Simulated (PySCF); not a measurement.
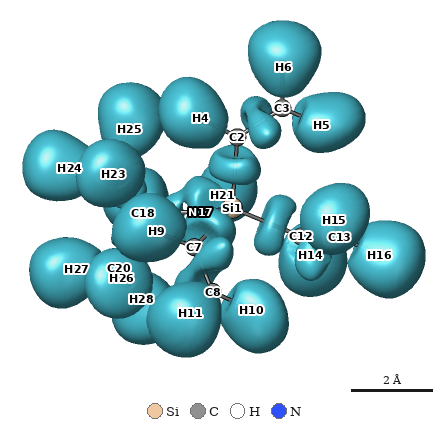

*C9H17NSi (Si(vinyl)3(NHiPr)). Isosurface of the ELF at 0.75 (cyan), seen at a tilt. Core shells and regions of very low density are left out.*

Geometry: PBE0-D3(BJ)/def2-SVP.

The calculation used PBE0/pcSseg-1, SCF density, gas phase, non-relativistic in PySCF 2.14.0.

Input file:

```
{"job": {"kind": "nmr", "xc": "PBE0", "basis": "pcSseg-1"}, "charge": 0, "multiplicity": 1}
Si    -0.249729     0.551780     0.232215
C     -0.282560     0.397406     2.107381
C     -1.042871     1.122248     2.936998
H      0.359936    -0.374122     2.556949
H     -1.709437     1.908400     2.564471
H     -1.037287     0.966615     4.022263
C      1.553146     0.695124    -0.265510
C      2.054062     1.697665    -0.996746
H      2.259431    -0.061695     0.104285
H      1.415135     2.498041    -1.386360
H      3.121493     1.767159    -1.236622
C     -1.220480     2.066603    -0.296946
C     -1.014605     3.303539     0.171843
H     -1.988548     1.928969    -1.070314
H     -0.256980     3.511385     0.936762
H     -1.586141     4.168308    -0.184771
N     -1.005569    -0.803370    -0.565304
C     -0.436869    -2.110957    -0.875559
C      0.269915    -2.761337     0.313090
C      0.473248    -2.043030    -2.098129
H     -2.006049    -0.850209    -0.402282
H     -1.286552    -2.763681    -1.142493
H      1.156335    -2.177088     0.611160
H      0.615107    -3.778372     0.069391
H     -0.401319    -2.822089     1.182819
H      1.349108    -1.405739    -1.902948
H      0.835683    -3.044451    -2.379311
H     -0.067624    -1.610113    -2.951782
```

Run with:

```sh
OMP_NUM_THREADS=2 python probes_run.py task.json out
```

Where are the electrons localised?

At this value the surface marks out five regions between bonded C–C atoms (shared pairs), three regions between bonded C–Si atoms (shared pairs), 16 regions around hydrogen nuclei and one joined region spread over several atoms (H, N), in which their bonds and any lone pairs are merged. Along the contacts the grid gives the following. C–C (1.34 Å): the ELF peaks at about 0.90 between the atoms; a short, multiple covalent bond. C–N (1.46 Å): the ELF peaks at about 0.90 between the atoms: a shared electron pair.
